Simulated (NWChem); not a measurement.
# SiHCl3: energy and gradient calculation

SiHCl3, SMILES Cl[SiH](Cl)Cl, computed with PBE0/def2-SVPD, RKS (NWChem 7.3.0).

The geometry comes from this level: PBE0-D4/def2-TZVP.

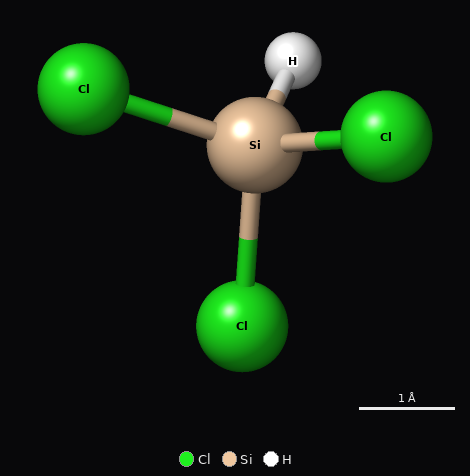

*The structure (ball-and-stick view, seen at a tilt).*

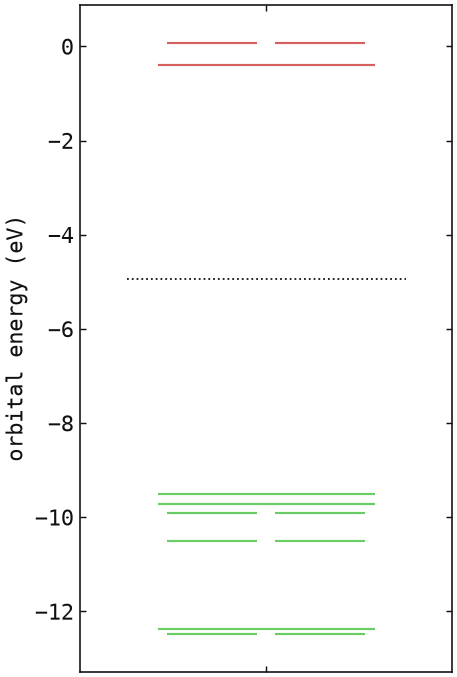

*Orbital energies near the frontier; the dotted line parts filled from empty levels, and levels within 0.02 eV of each other stand side by side.*

Highest filled −9.50 eV, lowest empty −0.39 eV, 9.11 eV apart.

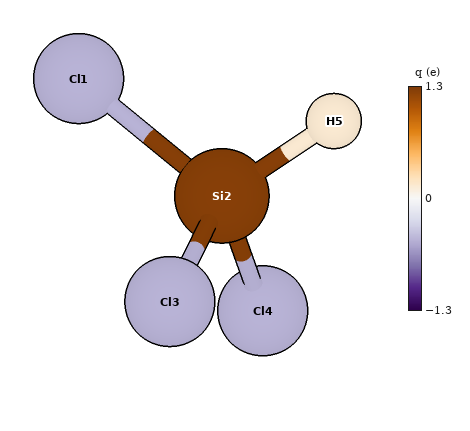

*Mulliken charges, as the colour of each atom (ball-and-stick view, seen at an oblique angle; atoms are numbered from 1 in the order of the input).*

By element: Cl −0.47, Si +1.25 and H +0.15 e.

These pictures come from the run below.

## The input
```python
from ase import Atoms
from ase.calculators.nwchem import NWChem

mol = Atoms(['Cl', 'Si', 'Cl', 'Cl', 'H'], positions=[
    [1.690930, -0.571430, 0.891880],
    [-0.081300, -0.012690, 0.075440],
    [0.017700, 1.933700, -0.491290],
    [-0.476020, -1.170520, -1.544190],
    [-1.151310, -0.179060, 1.068150],
])

calc = NWChem(
    label='test',
    theory='dft',
    memory='2200 mb',
    basis='def2-SVPD',
    basispar='spherical bse',
    dft={'xc': 'pbe0', 'mult': '1', 'grid': 'fine', 'convergence': 'energy 1e-08', 'iterations': '100', 'mulliken': None},
)
mol.calc = calc

forces = mol.get_forces()
e = mol.get_potential_energy()
print(f"E = {e:.6f} eV")
print("forces (eV/A):")
for s, f in zip(mol.symbols, forces):
    print(f"{s:2s} {f[0]:10.5f} {f[1]:10.5f} {f[2]:10.5f}")
print("dipole (e A):", mol.get_dipole_moment().round(4))
```

## File test.nwi
```
title "test"

permanent_dir test

scratch_dir test

start test

geometry units angstrom nocenter noautosym noautoz
  Cl 1.6909300000000000e+00 -5.7142999999999999e-01 8.9188000000000001e-01
  Si -8.1299999999999997e-02 -1.2690000000000000e-02 7.5439999999999993e-02
  Cl 1.7700000000000000e-02 1.9337000000000000e+00 -4.9129000000000000e-01
  Cl -4.7602000000000000e-01 -1.1705200000000000e+00 -1.5441900000000000e+00
  H  -1.1513100000000001e+00 -1.7906000000000000e-01 1.0681499999999999e+00
end

memory 2200 mb

basis spherical bse noprint
   * library def2-SVPD
end

dft
  xc pbe0
  mult 1
  grid fine
  convergence energy 1e-08
  iterations 100
  mulliken
end

task dft gradient
```

Run as:
```bash
export ASE_NWCHEM_COMMAND="nwchem PREFIX.nwi > PREFIX.nwo"
python run.py
```

## Output
```
E = -45436.623294 eV
forces (eV/A):
Cl    0.43236   -0.13164    0.18497
Si   -0.29388   -0.04597    0.27264
Cl    0.03399    0.46619   -0.14491
Cl   -0.08372   -0.27434   -0.39523
H    -0.08875   -0.01424    0.08248
dipole (e A): [-0.1336 -0.0208  0.1239]
```

## Key numbers

```tsv
quantity	value
outcome	converged
total energy	−1669.765122 hartree
basis functions	113
largest force	0.489 eV/Å
HOMO	−9.50 eV
LUMO	−0.39 eV
dipole moment	0.88 D
hardware	1 thread of Intel Xeon (Granite Rapids), 12 GiB of memory available, shared host
wall time	18 s
peak memory	0.13 GiB
```
